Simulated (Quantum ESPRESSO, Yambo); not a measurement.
# CdWO4 (P2/c): G0W0 in Yambo against the screening cutoff

Wanted: the cheapest screening cutoff that holds the gap of CdWO4 (P2/c).

Main program and level: Yambo 5.3.0; LDA and many-body steps on it, plane waves.

### 1. Set-up

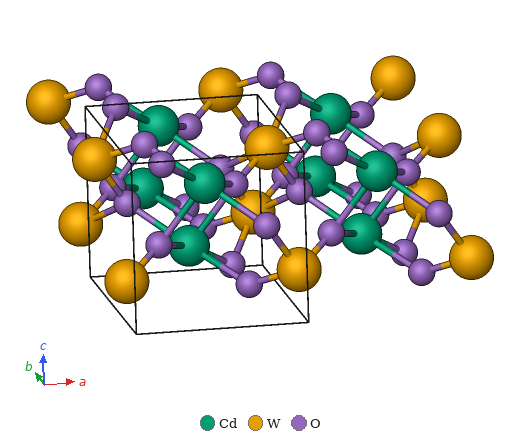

Start, viewed slightly off an axis; cadmium teal, tungsten orange, oxygen purple. 2×2×1 cells are drawn. Some periodic images of atoms are drawn too.

Coordinates:

```cif
data_structure
_symmetry_space_group_name_H-M 'P 1'
_symmetry_Int_Tables_number 1
_cell_length_a 5.0400
_cell_length_b 5.8701
_cell_length_c 5.0841
_cell_angle_alpha 90.000
_cell_angle_beta 91.476
_cell_angle_gamma 90.000
_cell_volume 150.36
loop_
_atom_site_label
_atom_site_type_symbol
_atom_site_fract_x
_atom_site_fract_y
_atom_site_fract_z
_atom_site_occupancy
Cd1 Cd 0.50000 0.69729 0.25000 1
Cd2 Cd 0.50000 0.30271 0.75000 1
W3 W 0.00000 0.17855 0.25000 1
W4 W 0.00000 0.82145 0.75000 1
O5 O 0.20180 0.09550 0.95040 1
O6 O 0.79820 0.09550 0.54960 1
O7 O 0.79820 0.90450 0.04960 1
O8 O 0.20180 0.90450 0.45040 1
O9 O 0.24200 0.37030 0.38390 1
O10 O 0.75800 0.37030 0.11610 1
O11 O 0.75800 0.62970 0.61610 1
O12 O 0.24200 0.62970 0.88390 1
```

The cell and positions come from the Crystallography Open Database and are kept as given unless a step says otherwise. Spin-orbit coupling is left out unless a step names it.

### 2. 1 Ha

This step: Yambo 5.3.0; G0W0 on LDA, plane waves, norm-conserving pseudopotentials.

Now the one-shot GW correction: screening in the RPA, then the self-energy of the levels asked for.

Input file gw7.in:

```
HF_and_locXC
gw0
dyson
ppa
em1d
rim_cut
RandQpts= 1000000
RandGvec= 1 RL
EXXRLvcs= 94 Ry
VXCRLvcs= 376 Ry
Chimod= "HARTREE"
% BndsRnXp
 1 | 131 |
%
NGsBlkXp= 2 Ry
% LongDrXp
 1 | 1 | 1 |
%
% GbndRnge
 1 | 131 |
%
DysSolver= "n"
ExtendOut
PPAPntXp= 27.21138 eV
% QPkrange
 3 | 3 | 57 | 60 |
 1 | 1 | 57 | 60 |
%
```

Launch:

```bash
> OMP_NUM_THREADS=2 mpirun -n 4 yambo -F gw7.in -J gw7 -C gw7 > gw7.log
```

What it wrote:

```text
 Yambo, version 5.3.0

 [02] CORE Variables Setup
 =========================

  [... cell, symmetries and grids as in the set-up ...]

  [02.05] Energies & Occupations
  ==============================

  [X] === General ===
  [X] Electronic Temperature                        :  0.000000  0.000000 [eV K]
  [X] Bosonic    Temperature                        :  0.000000  0.000000 [eV K]
  [X] Finite Temperature mode                       : no
  [X] El. density                                   :  0.77146E+24 [cm-3]
  [X] Fermi Level                                   :  8.728327 [eV]

  [X] === Gaps and Widths ===
  [X] Conduction Band Min                           :  2.997649 [eV]
  [X] Valence Band Max                              :  0.000000 [eV]
  [X] Filled Bands                                  :   58
  [X] Empty Bands                                   :    59   349
  [X] Direct Gap                                    :  2.997649 [eV]
  [X] Direct Gap localized at k                     :  3
  [X] Indirect Gap                                  :  2.997649 [eV]
  [X] Indirect Gap between kpts                     :  3  3
  [X] Last valence band width                       :  0.441199 [eV]
  [X] 1st conduction band width                     :  0.717368 [eV]

 [03] Transferred momenta grid and indexing
 ==========================================

 IBZ Q-points                                      :  12
 BZ  Q-points                                      :  16

 K/Q-points units:
 rlu = crystal or reduced units; cc = cartesian coordinates; iku = interal k-units

 Q [ 1]         [rlu]:  0.000000  0.000000  0.000000
 Q [ 2]         [rlu]:  0.35366E-17   0.0000     -0.50000
 Q [ 3]         [rlu]:  0.000000 -0.500000  0.000000
 Q [ 4]         [rlu]:  0.35366E-17 -0.50000     -0.50000
 Q [ 5]         [rlu]:  0.25000       0.0000     -0.63661E-18
 Q [ 6]         [rlu]:  0.250000  0.000000 -0.500000
 Q [ 7]         [rlu]:  0.25000     -0.50000     -0.63661E-18
 Q [ 8]         [rlu]:  0.250000 -0.500000 -0.500000
 Q [ 9]         [rlu]: -0.50000       0.0000      0.12732E-17
 Q [10]         [rlu]:  0.500000  0.000000 -0.500000
 Q [11]         [rlu]: -0.50000     -0.50000      0.12732E-17
 Q [12]         [rlu]:  0.500000  0.500000 -0.500000

 [04] Coloumb potential Random Integration (RIM)
 ===============================================

  [04.01] RIM initialization
  ==========================

  * Diagonal components only detected *

  8 x (sBL volume)        :  0.122227 [a.u.]
  sBZ random points       :  1000000
  Points outside the sBZ  :   7990763
  RL volume               :  0.244454 [a.u.]
  Integrated volume       :  0.244736 [a.u.]

  [04.02] RIM integrals
  =====================

  Gamma point sphere radius             :  0.090020 [a.u.]
  Points outside the sphere             :   802047
  [Int_sBZ(q=0) 1/q^2]*(Vol_sBZ)^(-1/3) =:  7.360908
                                 should be <:  7.795600

  Summary of Coulomb integrals for non-metallic bands |Q|[au] RIM/Bare

  Q [1] 0.100000E-4 0.944239 * Q [5] 0.164981 0.757648
  Q [3] 0.283208 1.090704 * Q [2] 0.327100 1.166716
  Q [7] 0.327758 1.035984 * Q [9] 0.329963 0.924099
  Q [6] 0.362537 1.099478 * Q [4] 0.432668 1.091057
  Q [11] 0.434836 0.993103 * Q [10] 0.458595 1.023114
  Q [8] 0.460044 1.064249 * Q [12] 0.538996 1.023870

 [WARNING] [Xp] User bands 1-131 break level degeneracy

 [05] Dipoles
 ============

  [05.01] Setup: observables and procedures
  =========================================

  [WARNING] [x,Vnl] slows the Dipoles computation. To neglect it rename the ns.kb_pp file

 [06] Dynamic Dielectric Matrix (PPA)
 ====================================

 [WR./gw7//ndb.pp]---------------------------------------------------------------
  Brillouin Zone Q/K grids (IBZ/BZ)                :  12  16  12  16
  RL vectors                                       :  18397 [WF]
  Coulomb cutoff potential                         : none
  Electronic Temperature                           :  0.000000 [K]
  Bosonic    Temperature                           :  0.000000 [K]
  PPA    diel. fun.  energies                      : Slater exchange(X)+Perdew & Wang(C)
  wavefunctions                                    : Slater exchange(X)+Perdew & Wang(C)
  Global Gauge                                     : length
  X matrix size                                    :   45
  X band range                                     :    1  131
  X e/h energy range                               : -1.000000 -1.000000 [eV]
  X Time ordering                                  : R
  X Hxc Kernel                                     : HARTREE
  X Drude frequency                                :  0.000000  0.000000
  X poles                                          :  100.0000 [o/o]
  RL vectors in the sum                            :  18397
  [r,Vnl] included                                 : yes
  Field direction                                  :  0.577350E-5  0.577350E-5  0.577350E-5
  BZ energy Double Grid                            : no
  BZ energy DbGd points                            : 0
  BZ Q point size factor                           : -1.000000
  X Optical Averaged directions                    : none

 [07] Local Exchange-Correlation + Non-Local Fock
 ================================================

 [VXC] Plane waves :  125031
 [EXS] Plane waves :  15645

 QP @ state[ 1 ] K range:  1  1
 QP @ state[ 1 ] b range:   57   60
 QP @ state[ 2 ] K range:  3  3
 QP @ state[ 2 ] b range:   57   60

 [xc] Functional : Slater exchange(X)+Perdew & Wang(C)
 [xc] LIBXC used to calculate xc functional
  PP Number of Atomic Species                      :  3
  NLCC RL compoments                               :  125031
  PP Number of Atomic Species                      :  3
  NLCC RL compoments                               :  125031

 [xc] E_xc :  -72.74790 [Ha]
      E_xc :  -145.4958 [Ry]

  Local XC kind (lXC) : Slater exchange(X)+Perdew & Wang(C)
  Non-Local XC kind (nlXC) : Hartree-Fock

  Corrections @ K [1] :  [eV]
 <57|nlXC|57> = -24.80884 -0.16259E-17 <57|lXC|57> = -19.76322  0.000000
 <58|nlXC|58> = -25.53299 -0.79808E-17 <58|lXC|58> = -20.82945 -0.18882E-15
 <59|nlXC|59> = -11.91698  0.66353E-18 <59|lXC|59> = -17.16864  0.37763E-15
 <60|nlXC|60> = -12.37477 -0.20737E-17 <60|lXC|60> = -18.08660 -0.59005E-17

  Corrections @ K [3] :  [eV]
 <57|nlXC|57> = -24.48096 -0.47020E-17 <57|lXC|57> = -19.43870 -0.15489E-16
 <58|nlXC|58> = -25.78578 -0.78411E-17 <58|lXC|58> = -20.95771  0.18882E-15
 <59|nlXC|59> = -11.49919  0.26015E-17 <59|lXC|59> = -17.10840 -0.64906E-16
 <60|nlXC|60> = -11.09630 -0.16446E-17 <60|lXC|60> = -16.65712 -0.21242E-15

 [08] Dyson equation: Newton solver
 ==================================

  [08.01] G0W0 (W PPA)
  ====================

  [  GW  ] Bands range     :    1  131
  [GW/PPA] G damping       :  0.100000 [eV]

  QP @ state[ 1 ] K range:  1  1
  QP @ state[ 1 ] b range:   57   60
  QP @ state[ 2 ] K range:  3  3
  QP @ state[ 2 ] b range:   57   60

   Sc/G bands                                       :    1  131
   Sc/G damping                                     :  0.100000 ev
   Sc bands terminator                              : no
   Sx RL components                                 :  15645

   QP @ state[ 1 ] K range                          :  1  1
   QP @ state[ 1 ] b range                          :   57   60
   QP @ state[ 2 ] K range                          :  3  3
   QP @ state[ 2 ] b range                          :   57   60
   GF energies kind                                 : Slater exchange(X)+Perdew & Wang(C)
   GF WF`s kind                                     : Slater exchange(X)+Perdew & Wang(C)
   Xs energies kind                                 : Slater exchange(X)+Perdew & Wang(C)
   Xs WF`s kind                                     : Slater exchange(X)+Perdew & Wang(C)

 [11] Game Over & Game summary
```

Run time: 89 s. Hardware: 4 MPI ranks of Arm Neoverse V2, shared host; peak memory 7.3 GiB.

Numbers from this step:

```yaml
g0w0_gap_on_the_points_computed: 5.615 eV
starting_gap_on_the_mesh: 2.998 eV
k_of_the_valence_top: 0, -0.5, 0
k_of_the_conduction_bottom: 0, -0.5, 0
least_direct_g0w0_gap_on_the_computed_points: 5.615 eV
z_at_the_valence_top: 0.8120
z_at_the_conduction_bottom: 0.8355
```

The gap on the mesh goes from 3.00 eV to 5.61 eV, a correction of +2.62 eV.

### 3. 1.75 Ha

gw8.in, as its differences from gw7.in of step 2:

```diff
@@ -14,3 +14,3 @@
 %
-NGsBlkXp= 2 Ry
+NGsBlkXp= 3.5 Ry
 % LongDrXp
```

Launch:

```bash
> OMP_NUM_THREADS=2 mpirun -n 4 yambo -F gw8.in -J gw8 -C gw8 > gw8.log
```

What it wrote:

```text
 Yambo, version 5.3.0

 [02] CORE Variables Setup
 =========================

  [... cell, symmetries and grids as in the set-up ...]

  [02.05] Energies & Occupations
  ==============================

  [X] === General ===
  [X] Electronic Temperature                        :  0.000000  0.000000 [eV K]
  [X] Bosonic    Temperature                        :  0.000000  0.000000 [eV K]
  [X] Finite Temperature mode                       : no
  [X] El. density                                   :  0.77146E+24 [cm-3]
  [X] Fermi Level                                   :  8.728327 [eV]

  [X] === Gaps and Widths ===
  [X] Conduction Band Min                           :  2.997649 [eV]
  [X] Valence Band Max                              :  0.000000 [eV]
  [X] Filled Bands                                  :   58
  [X] Empty Bands                                   :    59   349
  [X] Direct Gap                                    :  2.997649 [eV]
  [X] Direct Gap localized at k                     :  3
  [X] Indirect Gap                                  :  2.997649 [eV]
  [X] Indirect Gap between kpts                     :  3  3
  [X] Last valence band width                       :  0.441199 [eV]
  [X] 1st conduction band width                     :  0.717368 [eV]

 [03] Transferred momenta grid and indexing
 ==========================================

 IBZ Q-points                                      :  12
 BZ  Q-points                                      :  16

 K/Q-points units:
 rlu = crystal or reduced units; cc = cartesian coordinates; iku = interal k-units

 Q [ 1]         [rlu]:  0.000000  0.000000  0.000000
 Q [ 2]         [rlu]:  0.35366E-17   0.0000     -0.50000
 Q [ 3]         [rlu]:  0.000000 -0.500000  0.000000
[...]
[xc] LIBXC used to calculate xc functional
  PP Number of Atomic Species                      :  3
  NLCC RL compoments                               :  125031
  PP Number of Atomic Species                      :  3
  NLCC RL compoments                               :  125031

 [xc] E_xc :  -72.74790 [Ha]
      E_xc :  -145.4958 [Ry]

  Local XC kind (lXC) : Slater exchange(X)+Perdew & Wang(C)
  Non-Local XC kind (nlXC) : Hartree-Fock

  Corrections @ K [1] :  [eV]
 <57|nlXC|57> = -24.80884 -0.16259E-17 <57|lXC|57> = -19.76322  0.000000
 <58|nlXC|58> = -25.53299 -0.79808E-17 <58|lXC|58> = -20.82945 -0.18882E-15
 <59|nlXC|59> = -11.91698  0.66353E-18 <59|lXC|59> = -17.16864  0.37763E-15
[...]
Corrections @ K [3] :  [eV]
[...]
<59|nlXC|59> = -11.49919  0.26015E-17 <59|lXC|59> = -17.10840 -0.64906E-16
 <60|nlXC|60> = -11.09630 -0.16446E-17 <60|lXC|60> = -16.65712 -0.21242E-15

 [08] Dyson equation: Newton solver
 ==================================

  [08.01] G0W0 (W PPA)
  ====================

  [  GW  ] Bands range     :    1  131
  [GW/PPA] G damping       :  0.100000 [eV]

  QP @ state[ 1 ] K range:  1  1
  QP @ state[ 1 ] b range:   57   60
  QP @ state[ 2 ] K range:  3  3
  QP @ state[ 2 ] b range:   57   60

   Sc/G bands                                       :    1  131
   Sc/G damping                                     :  0.100000 ev
   Sc bands terminator                              : no
   Sx RL components                                 :  15645

   QP @ state[ 1 ] K range                          :  1  1
   QP @ state[ 1 ] b range                          :   57   60
   QP @ state[ 2 ] K range                          :  3  3
   QP @ state[ 2 ] b range                          :   57   60
   GF energies kind                                 : Slater exchange(X)+Perdew & Wang(C)
   GF WF`s kind                                     : Slater exchange(X)+Perdew & Wang(C)
   Xs energies kind                                 : Slater exchange(X)+Perdew & Wang(C)
   Xs WF`s kind                                     : Slater exchange(X)+Perdew & Wang(C)

 [11] Game Over & Game summary
```

Elapsed: 95 s, on 4 MPI ranks; peak memory 7.3 GiB; 11 min of CPU time.

This step gave:

| Property | Result |
| --- | --- |
| G0W0 gap on the points computed | 5.095 eV |
| starting gap on the mesh | 2.998 eV |
| k of the valence top | 0, -0.5, 0 |
| k of the conduction bottom | 0, -0.5, 0 |
| least direct G0W0 gap on the computed points | 5.095 eV |
| Z at the valence top | 0.7874 |
| Z at the conduction bottom | 0.8254 |

Against the run before, the gap moves by −0.520 eV.

(Part 1 of 2 ends here.)

[Paths, hosts, dates, memory and timing lines, banners, echoed tables and standing remarks are left out of the program output.]

[Logs are printed without paths, hosts, clocks, repeated set-up lines and the standing remarks that a program may print on its own settings, such as how far it seeks lower states.]

[Runs of the session that timed out or met a known fault of the program may be left out.]

[Hosts, paths, dates, database ids (printed as entryN), source tags and the programs' standing remarks are cut or masked in the printed files.]
